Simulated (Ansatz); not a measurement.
**C3H11NO3Zr: small, medium and large basis sets**

How large a basis does C3H11NO3Zr need? Two functionals are run in growing sets.

Computed with Ansatz 0.2.0, Gaussian basis. Level: one geometry, several basis sets.

Plan: PBE0-D4/def2-SVP; ωB97M-V/def2-SVP; PBE0-D4/def2-QZVPP; ωB97M-V/def2-QZVPP; the functionals' def2-TZVPP values are taken from earlier runs.

1 further run of the same task is left out (for a known fault of the program). Runs told in other sessions of the task aren't counted.

## (1) The geometry

An earlier PBE0-D4 in a triple-zeta def2 set relaxation fixed the geometry. Zr takes the def2 core potential; no spin-orbit term is included.

SMILES `CC(C)[NH][Zr]([OH])([OH])[OH]`, 19 atoms, charge 0, spin multiplicity 1.

Atoms are counted from 1 here; the program's logs count them from 0.

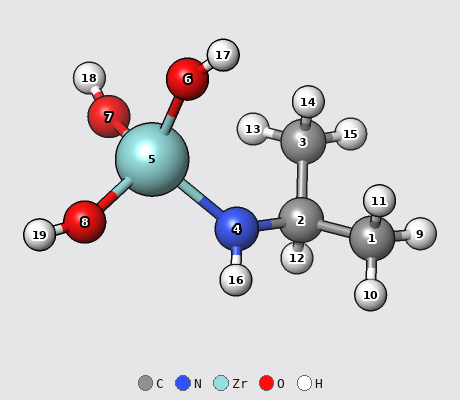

The structure; carbon grey, nitrogen blue, zirconium light teal, oxygen red, hydrogen white; atoms are numbered from 1 in the order of the file.

## (2) PBE0-D4 in def2-SVP

in.yaml

```yaml
crystal:
  periodic: [false, false, false]
  atoms:
    - {symbol: C, position_ang: [1.076604, -1.886456, 1.207057]}
    - {symbol: C, position_ang: [1.046637, -0.918634, 0.032222]}
    - {symbol: C, position_ang: [1.621334, 0.431704, 0.426153]}
    - {symbol: N, position_ang: [-0.301260, -0.745855, -0.474508]}
    - {symbol: Zr, position_ang: [-1.456549, 0.907190, -0.794768]}
    - {symbol: O, position_ang: [-1.972195, 1.722841, 0.890841]}
    - {symbol: O, position_ang: [-0.470092, 2.226371, -1.823045]}
    - {symbol: O, position_ang: [-3.010135, 0.212819, -1.714142]}
    - {symbol: H, position_ang: [2.098464, -2.044656, 1.563478]}
    - {symbol: H, position_ang: [0.666120, -2.859248, 0.922762]}
    - {symbol: H, position_ang: [0.475914, -1.495366, 2.033095]}
    - {symbol: H, position_ang: [1.689389, -1.332848, -0.761024]}
    - {symbol: H, position_ang: [1.633640, 1.118263, -0.424584]}
    - {symbol: H, position_ang: [1.023501, 0.881354, 1.227251]}
    - {symbol: H, position_ang: [2.644993, 0.330302, 0.792238]}
    - {symbol: H, position_ang: [-0.723191, -1.641964, -0.693473]}
    - {symbol: H, position_ang: [-2.065121, 1.738544, 1.838344]}
    - {symbol: H, position_ang: [-0.153245, 3.096752, -2.042846]}
    - {symbol: H, position_ang: [-3.824799, 0.258868, -2.205052]}
basis:
  gaussian: {orbitals: def2-SVP}
hamiltonian: {xc: pbe0, dispersion: d4}
output: {orbitals: {seedname: orbitals}}
```

The run is started by

```
$ ansatz run in.yaml --threads 4 --pin off --events-out ev --progress --plain --max-ram 66560MiB --backend cpu
```

Standard output:

```text
Functional definition: PBE0
  name "PBE0"
  cite "Adamo & Barone, J. Chem. Phys. 110, 6158 (1999) doi:10.1063/1.478522"
  cite "Perdew, Burke & Ernzerhof, Phys. Rev. Lett. 77, 3865 (1996) doi:10.1103/PhysRevLett.77.3865"
  parent pbe
  parameter a = 0.25
  parameter kappa = 0.804
  parameter beta = 0.06672455060314922
  exchange = (1 - a)*pbe_x(kappa = kappa, mu = beta*pi^2/3) + a*exact_x
  correlation = pbe_c(beta = beta)
2066 factors; their error is unknown
mean field evaluation 1: about -12165.2622 eV, gradient 1.1e2 eV
mean field evaluation 2: about -12112.0934 eV, gradient 1.9e2 eV
mean field evaluation 4: about -12187.5434 eV, gradient 6.2e0 eV
mean field evaluation 8: about -12187.6330 eV, gradient 2.1e-1 eV
mean field evaluation 16: about -12187.6551 eV, gradient 6.1e-4 eV
mean field -12187.65513080 eV, -447.8880649675 hartree, gradient 6.1e-5 eV, S^2 0.000000; 0 other end points of the search recorded, 0 dependent functions left out
reference -12187.65520102 eV, -447.8880675482 hartree; 36, 36 occupied and 148, 148 virtual orbitals, 2066 factors
Total energy: -12188.05673494 eV, -447.9028236476 hartree
```

Run time: 3 s. Hardware: 4 threads of AMD EPYC 7R13, shared host.

## (3) ωB97M-V in def2-SVP

in.yaml, as its differences from that of step 2:

```diff
@@ -24,3 +24,3 @@
   gaussian: {orbitals: def2-SVP}
-hamiltonian: {xc: pbe0, dispersion: d4}
+hamiltonian: {xc: {name: wB97M-V}}
 output: {orbitals: {seedname: orbitals}}
```

Same command.

Standard output, shortened:

```text
Functional definition: wB97M-V
  name "wB97M-V"
  cite "Mardirossian & Head-Gordon, J. Chem. Phys. 144, 214110 (2016) doi:10.1063/1.4952647"
  cite "Becke, J. Chem. Phys. 107, 8554 (1997) doi:10.1063/1.475007"
  cite "Vydrov & Van Voorhis, J. Chem. Phys. 133, 244103 (2010) doi:10.1063/1.3521275"
  # Of w^i u^j: cxij and so on, Table III.
[...]
  gx(w, u) = 1 - cx + cx01*u + cx10*w
  gss(w, u) = css00 + css04*u^4 + css10*w + css20*w^2 + css43*w^4*u^3
  gos(w, u) = cos00 + cos10*w + (cos20 + cos21*u)*w^2 + (cos60 + cos61*u)*w^6
[...]
      + integral(e_c_pw_mod_opposite_spin*gos(b97_w_opposite, b97_u_opposite)) + vv10(b, c)
2020 factors; their error is unknown
494 factors; integrals over basis functions are off by at most 6.6e-6 eV
[...]
mean field -12193.39537871 eV, -448.0990151872 hartree, gradient 2.1e-5 eV, S^2 0.000000; 0 other end points of the search recorded, 0 dependent functions left out
reference -12193.39548945 eV, -448.0990192569 hartree; 36, 36 occupied and 148, 148 virtual orbitals, 2020 factors
Total energy: -12193.39548945 eV, -448.0990192569 hartree
```

Run time: 11 s. Hardware: 4 threads of AMD EPYC 7R13, shared host; peak memory 0.93 GiB.

## (4) PBE0-D4 in def2-QZVPP

in.yaml, as its differences from that of step 3:

```diff
@@ -23,4 +23,4 @@
 basis:
-  gaussian: {orbitals: def2-SVP}
-hamiltonian: {xc: {name: wB97M-V}}
+  gaussian: {orbitals: "def2-QZVPP.json"}
+hamiltonian: {xc: pbe0, dispersion: d4}
 output: {orbitals: {seedname: orbitals}}
```

The run is started by

```
$ ansatz run in.yaml --threads 4 --pin off --events-out ev --progress --plain --max-ram 66560MiB --backend cuda --devices 0, --max-vram 37GiB
```

Standard output:

```text
Functional definition: PBE0
  name "PBE0"
  cite "Adamo & Barone, J. Chem. Phys. 110, 6158 (1999) doi:10.1063/1.478522"
  cite "Perdew, Burke & Ernzerhof, Phys. Rev. Lett. 77, 3865 (1996) doi:10.1103/PhysRevLett.77.3865"
  parent pbe
  parameter a = 0.25
  parameter kappa = 0.804
  parameter beta = 0.06672455060314922
  exchange = (1 - a)*pbe_x(kappa = kappa, mu = beta*pi^2/3) + a*exact_x
  correlation = pbe_c(beta = beta)
2366 factors; their error is unknown
mean field evaluation 1: about -12171.8258 eV, gradient 1.3e2 eV
mean field evaluation 2: about -12093.9382 eV, gradient 2.3e2 eV
mean field evaluation 4: about -12201.2371 eV, gradient 1.1e1 eV
mean field evaluation 8: about -12201.5057 eV, gradient 4.0e-1 eV
mean field evaluation 16: about -12201.5161 eV, gradient 2.1e-4 eV
mean field -12201.51612303 eV, -448.3974470365 hartree, gradient 7.5e-5 eV, S^2 0.000000; 0 other end points of the search recorded, 0 dependent functions left out
reference -12201.51618083 eV, -448.3974491607 hartree; 36, 36 occupied and 774, 774 virtual orbitals, 2366 factors
Total energy: -12201.91771475 eV, -448.4122052601 hartree
```

It took 6 s on 1 × H100 (card shared with other runs) with 4 threads of AMD EPYC 7R13, shared host; peak host memory 1.4 GiB.

## (5) ωB97M-V in def2-QZVPP

in.yaml, as its differences from that of step 4:

```diff
@@ -24,3 +24,3 @@
   gaussian: {orbitals: "def2-QZVPP.json"}
-hamiltonian: {xc: pbe0, dispersion: d4}
+hamiltonian: {xc: {name: wB97M-V}}
 output: {orbitals: {seedname: orbitals}}
```

Launched as before.

Standard output, shortened:

```text
Functional definition: wB97M-V
  name "wB97M-V"
  cite "Mardirossian & Head-Gordon, J. Chem. Phys. 144, 214110 (2016) doi:10.1063/1.4952647"
  cite "Becke, J. Chem. Phys. 107, 8554 (1997) doi:10.1063/1.475007"
  cite "Vydrov & Van Voorhis, J. Chem. Phys. 133, 244103 (2010) doi:10.1063/1.3521275"
  # Of w^i u^j: cxij and so on, Table III.
[...]
  gx(w, u) = 1 - cx + cx01*u + cx10*w
  gss(w, u) = css00 + css04*u^4 + css10*w + css20*w^2 + css43*w^4*u^3
  gos(w, u) = cos00 + cos10*w + (cos20 + cos21*u)*w^2 + (cos60 + cos61*u)*w^6
[...]
      + integral(e_c_pw_mod_opposite_spin*gos(b97_w_opposite, b97_u_opposite)) + vv10(b, c)
2322 factors; their error is unknown
666 factors; integrals over basis functions are off by at most 1.4e-5 eV
[...]
mean field -12207.69986070 eV, -448.6246952045 hartree, gradient 3.9e-5 eV, S^2 0.000000; 0 other end points of the search recorded, 0 dependent functions left out
reference -12207.69995631 eV, -448.6246987183 hartree; 36, 36 occupied and 774, 774 virtual orbitals, 2322 factors
Total energy: -12207.69995631 eV, -448.6246987183 hartree
```

Run time: 8.5 s. Hardware: 1 × H100 (card shared with other runs) with 4 threads of AMD EPYC 7R13, shared host; peak host memory 1.5 GiB.

## (6) Functionals by basis

The def2-TZVPP values come from earlier runs at the same geometry.

```
functional       basis  functions  energy (eV)  from the largest (eV)  HOMO (eV)  LUMO (eV)
   PBE0-D4    def2-SVP        184  -12188.0567                 13.861      -6.22       0.25
   PBE0-D4  def2-TZVPP        427  -12201.2016                  0.716      -6.40      -0.01
   PBE0-D4  def2-QZVPP        810  -12201.9177                  0.000      -6.43      -0.14
   ωB97M-V    def2-SVP        184  -12193.3955                 14.304      -8.52       1.25
   ωB97M-V  def2-TZVPP        427  -12207.0122                  0.688      -8.70       0.87
   ωB97M-V  def2-QZVPP        810  -12207.7000                  0.000      -8.74       0.62
```

## (7) What came out

```
                                       quantity           value
PBE0-D4: double and triple zeta above quadruple  13.86, 0.72 eV
ωB97M-V: double and triple zeta above quadruple  14.30, 0.69 eV
```

What this shows: For PBE0-D4 the step from double to triple zeta gains 13.14 eV and the next only 0.72 eV. Total energies overstate the basis error of differences, where much of it tends to cancel. The LUMO of ωB97M-V is positive and keeps falling with the basis (1.25 to 0.62 eV): an unbound level that the basis holds in place.
